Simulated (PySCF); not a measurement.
# MoH₆: one geometry, several methods

Aim: at the PBE0 minimum of singlet MoH₆, found before, compare methods on energies and levels.

Computed with PySCF 2.14.0. Level: several methods, basis Mo def2-TZVP with ECP28, H def2-TZVP, scalar-relativistic core potentials, no spin–orbit coupling, density fitting.

### 1 The starting structure

7 atoms, charge 0, spin multiplicity 1.

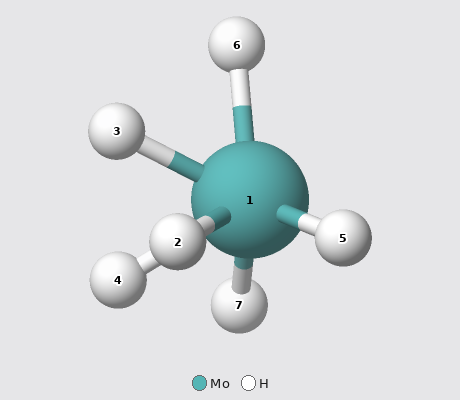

As it starts; molybdenum teal, hydrogen white; atoms are numbered from 1 in the order of the file.

Z-matrix (Å, degrees; charge 0 multiplicity 1):
```
Mo
H  1 1.6281
H  1 1.6281 2 60.63
H  1 1.6281 2 60.63 3 -70.79
H  1 1.6801 2 63.62 3 144.61
H  1 1.6801 2 114.74 3 34.84
H  1 1.6801 2 114.74 3 -105.63
```

### 2 Fields at the lowest minimum

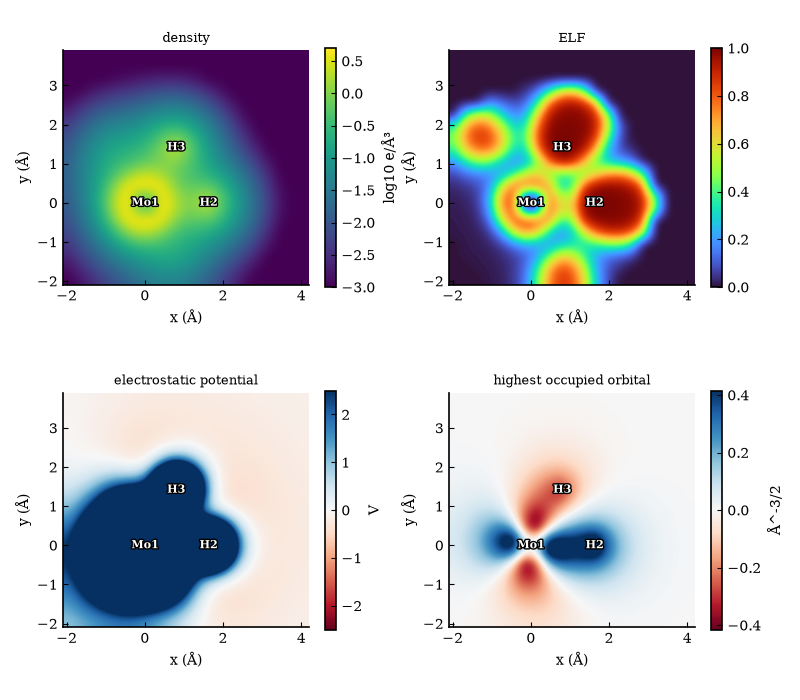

The plane holds Mo1 at (0.00, 0.00), H2 at (1.63, 0.00), H3 at (0.80, 1.42) Å. ELF is set to 0 where the density is under 0.005 e/Å³; an orbital's overall sign is arbitrary. The potential's colours end at ±2.5 V. Electrons inside core potentials are absent.

Making the fields needed 0.8 s of wall time on 2 threads of Arm Neoverse V2, shared host.

### 3 PBE0

The steps are one call of a driver around PySCF; scf.py gives each level's set-up. Each SCF starts from the density of the minimum. The driver also runs the species with one electron less or more at the same geometry; their logs are not shown.

scf.py reads:

```python
from pyscf import gto, scf, dft
mol = gto.M(atom='''
Mo     0.000000     0.000000    -0.030726
H      0.948888     0.000004     1.292327
H     -0.474447     0.821759     1.292327
H     -0.474441    -0.821763     1.292327
H      1.658186     0.000007    -0.301292
H     -0.829099     1.436027    -0.301292
H     -0.829087    -1.436034    -0.301292''',
    basis={'Mo': 'def2-TZVP', 'H': 'def2-TZVP'},
    ecp={'Mo': 'def2-TZVP'},
    charge=0, spin=0)
mf = dft.RKS(mol, xc='PBE0')
mf.grids.atom_grid = (75, 302)
aux = {'Mo': 'def2-universal-JKFIT', 'H': 'def2-universal-JKFIT'}
mf = mf.density_fit(auxbasis=aux)
mf.conv_tol = 1e-08
mf.diis_space = 10
mf.max_cycle = 60
mf.verbose = 4
mf.kernel()
```

On the command line:

```bash
$ OMP_NUM_THREADS=2 python axn.py task.json out
```

What it wrote:

```text
init E= -71.6599399468246
  HOMO = -0.304386259937696  LUMO = -0.0853475702160036  gap/eV = 5.96035
cycle= 1 E= -71.659939943199  delta_E= 3.63e-09  |g|= 0.000134  |ddm|= 0.000118
  HOMO = -0.304353571508775  LUMO = -0.0853170908043074  gap/eV = 5.96029
cycle= 2 E= -71.6599399169361  delta_E= 2.63e-08  |g|= 0.000361  |ddm|= 0.000314
  HOMO = -0.304377148698816  LUMO = -0.0853392196916947  gap/eV = 5.96033
cycle= 3 E= -71.6599399474143  delta_E= -3.05e-08  |g|= 4.45e-06  |ddm|= 0.000229
  HOMO = -0.304377263473025  LUMO = -0.0853392517443177  gap/eV = 5.96033
cycle= 4 E= -71.6599399474189  delta_E= -4.55e-12  |g|= 5.91e-08  |ddm|= 2.86e-06
  HOMO = -0.304377268348262  LUMO = -0.0853392517228711  gap/eV = 5.96033
Extra cycle  E= -71.659939947419  delta_E= -1.71e-13  |g|= 5.17e-08  |ddm|= 1.43e-07
converged SCF energy = -71.659939947419
```

This level, with the species of one electron less or more, took 2.9 s.

| Item | Value |
| --- | --- |
| energy | -71.659940 Eh |
| one electron less (charge +1) | -71.274014 Eh (doublet, ⟨S²⟩ 0.76) |
| one electron more (charge -1) | -71.683256 Eh (doublet, ⟨S²⟩ 0.76) |
| Mulliken charge of Mo1 | -0.17 e |

### 4 HF

Edit scf.py of step 3 so:

```diff
@@ -13,2 +13 @@
-mf = dft.RKS(mol, xc='PBE0')
-mf.grids.atom_grid = (75, 302)
+mf = scf.RHF(mol)
```

What it wrote (excerpt; [...] marks lines left out):

```text
[... the frontier levels of the middle cycles are left out ...]
init E= -70.8053218888663
  HOMO = -0.39520611381891  LUMO = 0.0296608543889225  gap/eV = 11.56122
cycle= 1 E= -70.8170079971287  delta_E= -0.0117  |g|= 0.157  |ddm|= 0.266
  HOMO = -0.444423557006386  LUMO = 0.00737252110031283  gap/eV = 12.29400
cycle= 2 E= -70.8177006954079  delta_E= -0.000693  |g|= 0.155  |ddm|= 0.239
  HOMO = -0.421629829650253  LUMO = 0.0224675977374367  gap/eV = 12.08451
cycle= 3 E= -70.8232308458606  delta_E= -0.00553  |g|= 0.0204  |ddm|= 0.113
cycle= 4 E= -70.8235757629364  delta_E= -0.000345  |g|= 0.00567  |ddm|= 0.0394
cycle= 5 E= -70.8236075812193  delta_E= -3.18e-05  |g|= 0.0023  |ddm|= 0.0113
cycle= 6 E= -70.8236133948258  delta_E= -5.81e-06  |g|= 0.000412  |ddm|= 0.00635
cycle= 7 E= -70.8236135283088  delta_E= -1.33e-07  |g|= 0.000101  |ddm|= 0.000938
cycle= 8 E= -70.8236135440751  delta_E= -1.58e-08  |g|= 2.58e-05  |ddm|= 0.000291
cycle= 9 E= -70.8236135450208  delta_E= -9.46e-10  |g|= 8e-06  |ddm|= 5.93e-05
  HOMO = -0.427996039573436  LUMO = 0.0230506804228803  gap/eV = 12.27361
Extra cycle  E= -70.823613545049  delta_E= -2.82e-11  |g|= 5.78e-06  |ddm|= 1.62e-05
converged SCF energy = -70.823613545049
```

This level, with the species of one electron less or more, took 1 s.

```
energy                        : -70.823614 Eh
one electron less (charge +1) : -70.461784 Eh (doublet, ⟨S²⟩ 0.81)
one electron more (charge -1) : -70.832968 Eh (doublet, ⟨S²⟩ 0.79)
Mulliken charge of Mo1        : -0.00 e
```

### 5 PBE

Edit scf.py of step 4 so:

```diff
@@ -13 +13,2 @@
-mf = scf.RHF(mol)
+mf = dft.RKS(mol, xc='PBE')
+mf.grids.atom_grid = (75, 302)
```

What it wrote (excerpt; [...] marks lines left out):

```text
[... the frontier levels of the middle cycles are left out ...]
init E= -71.7047888057814
  HOMO = -0.259145904549619  LUMO = -0.120788267005472  gap/eV = 3.76490
cycle= 1 E= -71.7043755622618  delta_E= 0.000413  |g|= 0.11  |ddm|= 0.155
  HOMO = -0.237475779359038  LUMO = -0.0992198708998651  gap/eV = 3.76213
cycle= 2 E= -71.6682150768815  delta_E= 0.0362  |g|= 0.395  |ddm|= 0.313
  HOMO = -0.256555104570969  LUMO = -0.118389455192965  gap/eV = 3.75968
cycle= 3 E= -71.7069817405478  delta_E= -0.0388  |g|= 0.0188  |ddm|= 0.265
cycle= 4 E= -71.7070702839037  delta_E= -8.85e-05  |g|= 0.00713  |ddm|= 0.015
cycle= 5 E= -71.7070839794062  delta_E= -1.37e-05  |g|= 0.000733  |ddm|= 0.00543
cycle= 6 E= -71.7070841154859  delta_E= -1.36e-07  |g|= 0.000124  |ddm|= 0.000668
cycle= 7 E= -71.7070841223494  delta_E= -6.86e-09  |g|= 1.07e-05  |ddm|= 0.00016
  HOMO = -0.255649719903867  LUMO = -0.117351092193948  gap/eV = 3.76330
Extra cycle  E= -71.7070841219887  delta_E= 3.61e-10  |g|= 4.02e-05  |ddm|= 3.49e-05
converged SCF energy = -71.7070841219887
```

This level, with the species of one electron less or more, took 7.5 s.

| Property | Result |
| --- | --- |
| energy | -71.707084 Eh |
| one electron less (charge +1) | -71.324370 Eh (doublet, ⟨S²⟩ 0.75) |
| one electron more (charge -1) | -71.727866 Eh (doublet, ⟨S²⟩ 0.75) |
| Mulliken charge of Mo1 | -0.14 e |

### 6 B3LYP

Edit scf.py of step 5 so:

```diff
@@ -13 +13 @@
-mf = dft.RKS(mol, xc='PBE')
+mf = dft.RKS(mol, xc='B3LYP')
```

What it wrote:

```text
init E= -71.7184515313309
  HOMO = -0.294863807308792  LUMO = -0.0932227168971106  gap/eV = 5.48693
cycle= 1 E= -71.719564469991  delta_E= -0.00111  |g|= 0.0235  |ddm|= 0.152
  HOMO = -0.303160485634938  LUMO = -0.10063789883445  gap/eV = 5.51092
cycle= 2 E= -71.7184532675253  delta_E= 0.00111  |g|= 0.0735  |ddm|= 0.0648
  HOMO = -0.298662497420031  LUMO = -0.0965738861603153  gap/eV = 5.49911
cycle= 3 E= -71.7197276098283  delta_E= -0.00127  |g|= 0.00574  |ddm|= 0.0437
  HOMO = -0.297897181704808  LUMO = -0.0961370688101988  gap/eV = 5.49017
cycle= 4 E= -71.7197351965665  delta_E= -7.59e-06  |g|= 0.00239  |ddm|= 0.00499
  HOMO = -0.297895283117085  LUMO = -0.0960647158022833  gap/eV = 5.49209
cycle= 5 E= -71.7197366185073  delta_E= -1.42e-06  |g|= 6.23e-05  |ddm|= 0.00168
  HOMO = -0.297912878128647  LUMO = -0.0960808569698994  gap/eV = 5.49213
cycle= 6 E= -71.7197366238071  delta_E= -5.3e-09  |g|= 1.54e-05  |ddm|= 0.000174
  HOMO = -0.297905844013425  LUMO = -0.0960772346619892  gap/eV = 5.49204
Extra cycle  E= -71.7197366239464  delta_E= -1.39e-10  |g|= 1.95e-05  |ddm|= 4.34e-05
converged SCF energy = -71.7197366239464
```

This level, with the species of one electron less or more, needed 6.2 s of wall time on 2 threads of Arm Neoverse V2, shared host.

- energy: -71.719737 Eh
- one electron less (charge +1): -71.330419 Eh (doublet, ⟨S²⟩ 0.76)
- one electron more (charge -1): -71.743887 Eh (doublet, ⟨S²⟩ 0.75)
- Mulliken charge of Mo1: -0.01 e

### 7 r2SCAN

Edit scf.py of step 6 so:

```diff
@@ -13,2 +13,2 @@
-mf = dft.RKS(mol, xc='B3LYP')
-mf.grids.atom_grid = (75, 302)
+mf = dft.RKS(mol, xc='R2SCAN')
+mf.grids.atom_grid = (90, 434)
```

What it wrote (excerpt; [...] marks lines left out):

```text
[... the frontier levels of the middle cycles are left out ...]
init E= -71.7186703133541
  HOMO = -0.269318981862024  LUMO = -0.113896276480376  gap/eV = 4.22927
cycle= 1 E= -71.7193662560529  delta_E= -0.000696  |g|= 0.0409  |ddm|= 0.0902
  HOMO = -0.259243149805178  LUMO = -0.104673680488762  gap/eV = 4.20605
cycle= 2 E= -71.7157493418807  delta_E= 0.00362  |g|= 0.128  |ddm|= 0.102
  HOMO = -0.266700909745993  LUMO = -0.111968935839296  gap/eV = 4.21047
cycle= 3 E= -71.7196745508299  delta_E= -0.00393  |g|= 0.0127  |ddm|= 0.0848
cycle= 4 E= -71.7197148934323  delta_E= -4.03e-05  |g|= 0.00366  |ddm|= 0.0079
cycle= 5 E= -71.7197183807609  delta_E= -3.49e-06  |g|= 0.000212  |ddm|= 0.00255
cycle= 6 E= -71.7197183924253  delta_E= -1.17e-08  |g|= 3.2e-05  |ddm|= 0.000175
cycle= 7 E= -71.7197183927503  delta_E= -3.25e-10  |g|= 1.59e-06  |ddm|= 3.13e-05
  HOMO = -0.266494384888032  LUMO = -0.111506101887004  gap/eV = 4.21745
Extra cycle  E= -71.7197183927481  delta_E= 2.16e-12  |g|= 3.58e-06  |ddm|= 4.06e-06
converged SCF energy = -71.7197183927481
```

This level, with the species of one electron less or more, took 18 s.

* energy: -71.719718 Eh
* one electron less (charge +1): -71.334729 Eh (doublet, ⟨S²⟩ 0.76)
* one electron more (charge -1): -71.741881 Eh (doublet, ⟨S²⟩ 0.76)
* Mulliken charge of Mo1: -0.05 e

### 8 TPSSh

Edit scf.py of step 7 so:

```diff
@@ -13 +13 @@
-mf = dft.RKS(mol, xc='R2SCAN')
+mf = dft.RKS(mol, xc='TPSSH')
```

What it wrote:

```text
init E= -71.6832207113787
  HOMO = -0.279648209820068  LUMO = -0.0988085527764672  gap/eV = 4.92090
cycle= 1 E= -71.6831256241711  delta_E= 9.51e-05  |g|= 0.0727  |ddm|= 0.118
  HOMO = -0.294774957716059  LUMO = -0.114226708894804  gap/eV = 4.91297
cycle= 2 E= -71.670090048702  delta_E= 0.013  |g|= 0.248  |ddm|= 0.197
  HOMO = -0.281942862656912  LUMO = -0.101569326690669  gap/eV = 4.90821
cycle= 3 E= -71.6844794111129  delta_E= -0.0144  |g|= 0.00845  |ddm|= 0.145
  HOMO = -0.281577084084981  LUMO = -0.101147844971757  gap/eV = 4.90973
cycle= 4 E= -71.6844981908971  delta_E= -1.88e-05  |g|= 0.000682  |ddm|= 0.00628
  HOMO = -0.281520103162037  LUMO = -0.101129376259069  gap/eV = 4.90868
cycle= 5 E= -71.6844983141285  delta_E= -1.23e-07  |g|= 0.000138  |ddm|= 0.000618
  HOMO = -0.281539752572924  LUMO = -0.101141209974262  gap/eV = 4.90889
cycle= 6 E= -71.6844983188629  delta_E= -4.73e-09  |g|= 1.77e-05  |ddm|= 0.000112
  HOMO = -0.281538395097963  LUMO = -0.101138346253743  gap/eV = 4.90894
Extra cycle  E= -71.6844983188366  delta_E= 2.64e-11  |g|= 2.33e-05  |ddm|= 4.39e-05
converged SCF energy = -71.6844983188366
```

This level, with the species of one electron less or more, took 20 s.

* energy: -71.684498 Eh
* one electron less (charge +1): -71.297044 Eh (doublet, ⟨S²⟩ 0.76)
* one electron more (charge -1): -71.705550 Eh (doublet, ⟨S²⟩ 0.75)
* Mulliken charge of Mo1: -0.05 e

### 9 wB97X

Edit scf.py of step 8 so:

```diff
@@ -13,2 +13,2 @@
-mf = dft.RKS(mol, xc='TPSSH')
-mf.grids.atom_grid = (90, 434)
+mf = dft.RKS(mol, xc='WB97X')
+mf.grids.atom_grid = (75, 302)
```

What it wrote (excerpt; [...] marks lines left out):

```text
[... the frontier levels of the middle cycles are left out ...]
init E= -71.6604749090418
  HOMO = -0.388867000421918  LUMO = -0.00957658396006855  gap/eV = 10.32102
cycle= 1 E= -71.6625291703881  delta_E= -0.00205  |g|= 0.0331  |ddm|= 0.141
  HOMO = -0.399157796962012  LUMO = -0.0176726423705551  gap/eV = 10.38074
cycle= 2 E= -71.662510202048  delta_E= 1.9e-05  |g|= 0.0424  |ddm|= 0.0551
  HOMO = -0.394600636499241  LUMO = -0.0133166606245337  gap/eV = 10.37527
cycle= 3 E= -71.6629285975276  delta_E= -0.000418  |g|= 0.00763  |ddm|= 0.0302
cycle= 4 E= -71.6629662199559  delta_E= -3.76e-05  |g|= 0.00107  |ddm|= 0.0136
cycle= 5 E= -71.6629677809949  delta_E= -1.56e-06  |g|= 0.000244  |ddm|= 0.00387
cycle= 6 E= -71.6629678058964  delta_E= -2.49e-08  |g|= 5e-05  |ddm|= 0.000379
cycle= 7 E= -71.6629678070007  delta_E= -1.1e-09  |g|= 1.85e-05  |ddm|= 6.27e-05
  HOMO = -0.396341250925566  LUMO = -0.0141574028162242  gap/eV = 10.39975
Extra cycle  E= -71.6629678071915  delta_E= -1.91e-10  |g|= 1.46e-05  |ddm|= 2.77e-05
converged SCF energy = -71.6629678071915
```

This level, with the species of one electron less or more, took 6.8 s.

- energy: -71.662968 Eh
- one electron less (charge +1): -71.273089 Eh (doublet, ⟨S²⟩ 0.76)
- one electron more (charge -1): -71.686434 Eh (doublet, ⟨S²⟩ 0.75)
- Mulliken charge of Mo1: -0.10 e

### 10 M06-2X

Edit scf.py of step 9 so:

```diff
@@ -13,2 +13,2 @@
-mf = dft.RKS(mol, xc='WB97X')
-mf.grids.atom_grid = (75, 302)
+mf = dft.RKS(mol, xc='M062X')
+mf.grids.atom_grid = (90, 434)
```

What it wrote (excerpt; [...] marks lines left out):

```text
[... the frontier levels of the middle cycles are left out ...]
init E= -71.5374885758369
  HOMO = -0.347090678524977  LUMO = -0.0547321045942006  gap/eV = 7.95548
cycle= 1 E= -71.5387891451651  delta_E= -0.0013  |g|= 0.0345  |ddm|= 0.182
  HOMO = -0.357239696899429  LUMO = -0.0617713293911384  gap/eV = 8.04010
cycle= 2 E= -71.5382472101178  delta_E= 0.000542  |g|= 0.0611  |ddm|= 0.0682
  HOMO = -0.351288975429361  LUMO = -0.0569985538407372  gap/eV = 8.00805
cycle= 3 E= -71.5390678051071  delta_E= -0.000821  |g|= 0.00571  |ddm|= 0.0416
cycle= 4 E= -71.5390776027151  delta_E= -9.8e-06  |g|= 0.00206  |ddm|= 0.0061
cycle= 5 E= -71.5390796467565  delta_E= -2.04e-06  |g|= 0.000335  |ddm|= 0.00294
cycle= 6 E= -71.539079815047  delta_E= -1.68e-07  |g|= 0.000158  |ddm|= 0.000897
cycle= 7 E= -71.5390798269357  delta_E= -1.19e-08  |g|= 1.87e-05  |ddm|= 0.00022
cycle= 8 E= -71.5390798275499  delta_E= -6.14e-10  |g|= 7.84e-06  |ddm|= 5.17e-05
  HOMO = -0.351871680545342  LUMO = -0.0574001966259462  gap/eV = 8.01298
Extra cycle  E= -71.5390798275726  delta_E= -2.27e-11  |g|= 1.08e-05  |ddm|= 1.62e-05
converged SCF energy = -71.5390798275726
```

This level, with the species of one electron less or more, needed 19 s of wall time on 2 threads of Arm Neoverse V2, shared host.

```
energy                        : -71.539080 Eh
one electron less (charge +1) : -71.151145 Eh (doublet, ⟨S²⟩ 0.76)
one electron more (charge -1) : -71.565168 Eh (doublet, ⟨S²⟩ 0.76)
Mulliken charge of Mo1        : -0.36 e
```

### 11 All levels side by side

| level | atomisation energy (kJ/mol) | vertical ionisation energy (eV) | vertical electron affinity (eV) | −ε(HOMO) (eV) | gap (eV) | dipole (D) | wall time |
| --- | --- | --- | --- | --- | --- | --- | --- |
| PBE0 | 1442 | 10.50 | 0.63 | 8.28 | 5.96 | 1.75 | 2.9 s |
| HF | 678 | 9.85 | 0.25 | 11.65 | 12.27 | 1.65 | 1 s |
| PBE | 1536 | 10.41 | 0.57 | 6.96 | 3.76 | 1.75 | 7.5 s |
| B3LYP | 1532 | 10.59 | 0.66 | 8.11 | 5.49 | 1.75 | 6.2 s |
| r2SCAN | 1488 | 10.48 | 0.60 | 7.25 | 4.22 | 1.81 | 18 s |
| TPSSh | 1571 | 10.54 | 0.57 | 7.66 | 4.91 | 1.87 | 20 s |
| wB97X | 1563 | 10.61 | 0.64 | 10.78 | 10.40 | 1.74 | 6.8 s |
| M06-2X | 1486 | 10.56 | 0.71 | 9.57 | 8.01 | 1.61 | 19 s |

Times are for 2 threads of Arm Neoverse V2, shared host; PBE0 starts from its own converged density, so its time is not comparable. A dash stands where a species or a free atom was not run at that level, or the quantity is not defined.

Atomisation goes to high-spin atoms in their ground configurations, run at the same level, without zero-point energy.

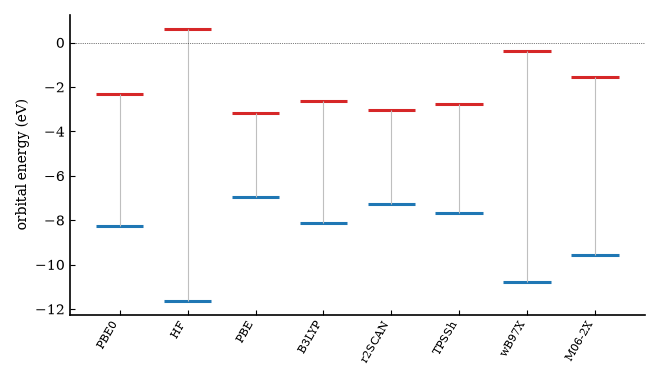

Highest occupied (blue) and lowest empty (red) levels by method.

### 12 Outcome

```
                         quantity                            value
        atomisation energy, range  678 (HF) to 1571 (TPSSh) kJ/mol
vertical ionisation energy, range    9.85 (HF) to 10.61 (wB97X) eV
vertical electron affinity, range    0.25 (HF) to 0.71 (M06-2X) eV
               orbital gap, range      3.76 (PBE) to 12.27 (HF) eV
```

What this shows: The atomisation energy spreads over 894 kJ/mol, from HF to TPSSh; without a CCSD(T) value for it there is no yardstick here. Without diffuse functions electron affinities tend to come out too low. The stability of the closed-shell solution was not tested.
